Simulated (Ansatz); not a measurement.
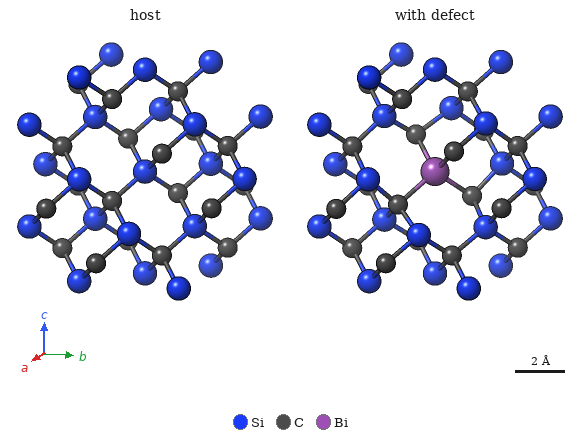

Left: perfect SiC. Right: the same region with one point defect, after relaxing the atoms in a supercell of 54 sites. A ball-and-stick model of the atoms within 5.4 Å of one point, in a slice 5.0 Å thick across the line of sight, seen slightly off an axis.

Theory: DFT, PBE, plane-wave PAW, default files, scalar-relativistic in Ansatz 0.2.0. Set-up: plane-wave cutoff 420 eV; k-point mesh 3 × 3 × 3; occupations fermi dirac; smearing width 0.01 eV; collinear spin. The axes drawn are those of the host's conventional cell.

Q: What kind of defect was made?

A: A silicon atom is replaced by bismuth.

The charge state of the cell is 0.

Q: How does the lattice respond?

A: In the host the Si atom has 4 C at 1.89 Å; the Bi atom ends with 4 C at 2.13 Å. Of the host's atoms, a carbon atom moves furthest from its site, by 0.24 Å. The cell's net moment is 0.18 μB. Relaxing the atoms from the host's sites lowers the energy by 3.65 eV.
